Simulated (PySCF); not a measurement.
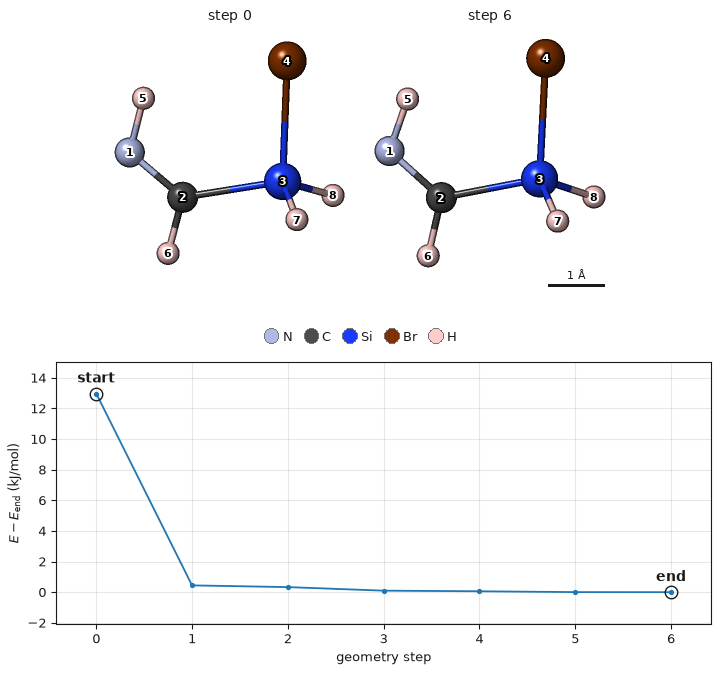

First and last geometry of a relaxation of CH4BrNSi, with the history of the run. Style: ball-and-stick. Shown from a free direction.

The start comes from GFN2-xTB. Its atoms were then displaced at random by about 0.01 Å.

Theory: PBE0-D3(BJ)/def2-SVP geometry optimisation, gas phase (PySCF). 

**What do the curves and the structures tell?**

It converged. The atom that moves furthest after the best rigid fit is H5 (0.077 Å). Largest moves by element: H 0.077 Å, Si 0.073 Å, Br 0.054 Å, N 0.027 Å, C 0.025 Å. Among the contacts that change: Si3–H7 1.433 → 1.490 Å, Si3–H8 1.438 → 1.490 Å, C2–H6 1.081 → 1.108 Å, C2–Si3 1.923 → 1.900 Å. Among the angles between lasting bonds that change: H7–Si3–H8 116.5° → 109.7°, N1–C2–H6 113.2° → 116.8°, N1–C2–Si3 130.5° → 127.0°. Over 6 geometry steps the energy falls by 13.0 kJ/mol.
